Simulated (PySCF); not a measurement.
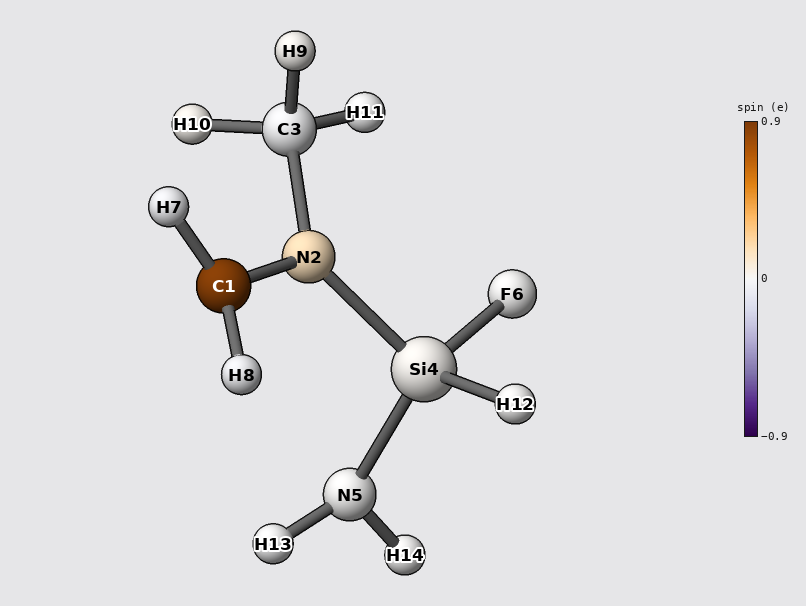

Atoms are coloured by their Mulliken spin populations. The species is neutral and a spin doublet. The geometry was computed by an optimisation with GFN2-xTB. No frequency run is at hand to confirm it as a minimum. Properties computed with UKS B3LYP, pcH-1 on C F H N Si, non-relativistic (PySCF 2.14.0).

Give the Mulliken spin populations atom by atom.

```json
{"atom": "C1", "value (e)": "0.86"}
{"atom": "N2", "value (e)": "0.16"}
{"atom": "C3", "value (e)": "−0.02"}
{"atom": "Si4", "value (e)": "0.02"}
{"atom": "N5", "value (e)": "0.00"}
{"atom": "F6", "value (e)": "0.00"}
{"atom": "H7", "value (e)": "−0.03"}
{"atom": "H8", "value (e)": "−0.03"}
{"atom": "H9", "value (e)": "0.02"}
{"atom": "H10", "value (e)": "0.02"}
{"atom": "H11", "value (e)": "0.00"}
{"atom": "H12", "value (e)": "0.00"}
{"atom": "H13", "value (e)": "0.00"}
{"atom": "H14", "value (e)": "0.00"}
```

Mulliken values depend strongly on the basis set. The geometry is semi-empirical. Around Si such bond lengths and angles can be off by a tenth of an ångström or more and by several degrees, and values that hang on the shape move with them.
